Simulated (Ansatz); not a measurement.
CH₆AlF

```csv
atom,x (Å),y (Å),z (Å)
Al,0.0261,0.1120,0.0057
H,0.1063,-0.1221,1.6524
C,1.7136,-0.0251,-0.9690
H,1.9486,-1.0836,-1.1840
H,1.6774,0.4953,-1.9414
H,2.5631,0.3845,-0.3967
H,-1.4042,-0.1345,-0.6256
F,-0.0634,1.9651,0.8721
H,0.0053,1.3065,1.6126
```

These are results of Ansatz, RKS B3LYP-D4/def2-SVP, not measurements.

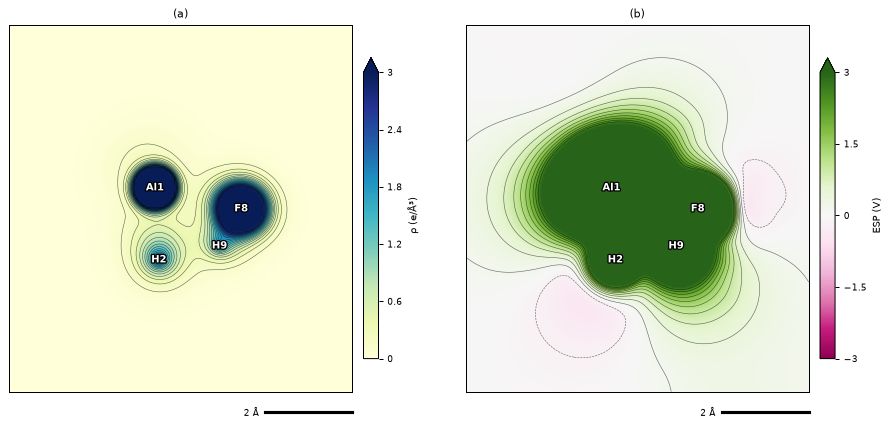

Figure 1. (a) electron density; (b) molecular electrostatic potential on the plane of atoms H2, Al1 and F8.

**Read the bonding off the picture.**

Atoms in the plane: Al, H and F.
Al–F (2.05 Å): ρ at the midpoint is about 0.31 e/Å³.
F–H (0.99 Å): ρ is about 4 e/Å³ halfway.
Outside the dense part of the molecule the potential is most negative (−0.4 V) near H2.

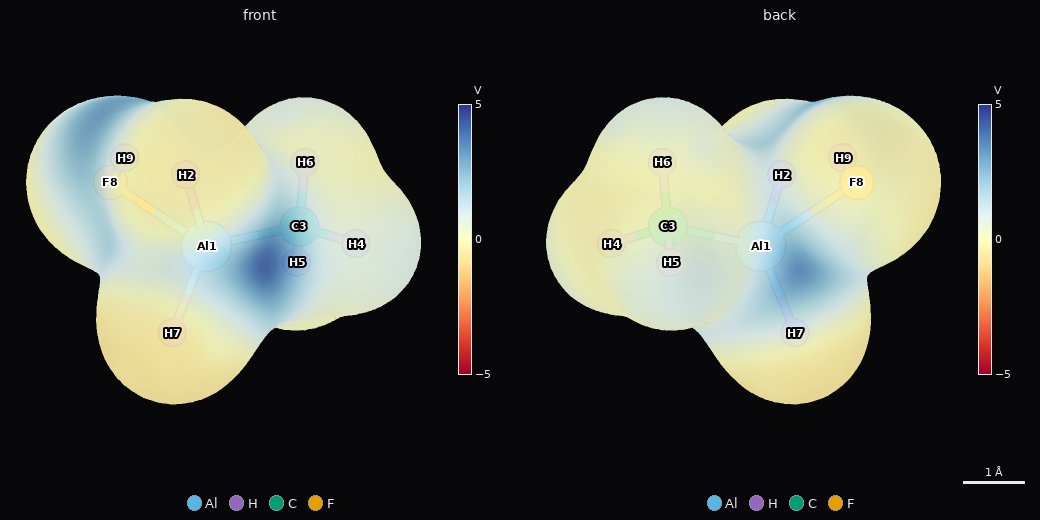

Figure 2. The molecular electrostatic potential painted on the density surface at 0.004 e/bohr³, seen from the front and from behind; the colour scale runs from red (negative) to blue (positive).

**Where is the surface potential most negative and most positive?**

The most negative region (about −0.6 V) lies over H7, the most positive (about +3.9 V) over Al1.

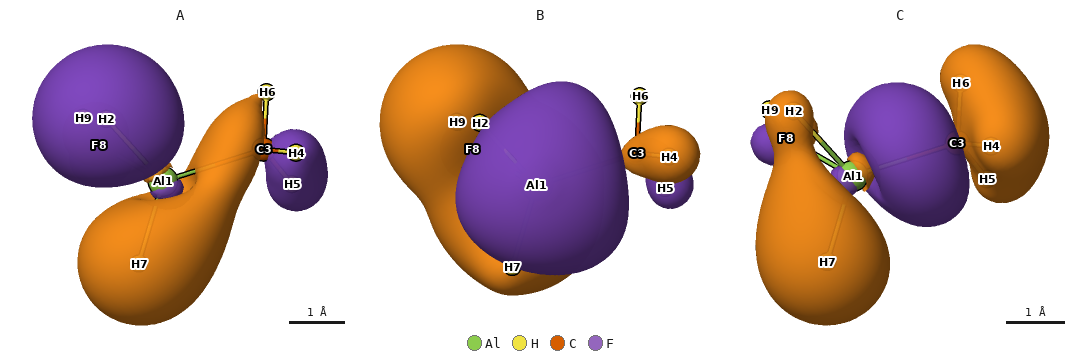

Figure 3. Three frontier orbitals at ±0.08 Å⁻³ᐟ² (orange and purple are the two phases), in no order.

**Order the three orbitals by energy and name them.**

A is the HOMO−1 (−8.22 eV). Its weight (Hirshfeld) is mainly on H2 (about 35 %), Al1 (about 30 %), H7 (about 20 %) and F8 (about 5 %). C is the HOMO (−7.80 eV). By Hirshfeld shares it lies mainly on C3 (about 40 %), Al1 (about 25 %) and H7 (about 20 %). B is the LUMO (−0.49 eV). Its weight (Hirshfeld) is mainly on Al1 (about 55 %), F8 (about 10 %), H9 (about 10 %) and H2 (about 5 %).

**What is the HOMO–LUMO gap?**

7.31 eV between the orbital energies.
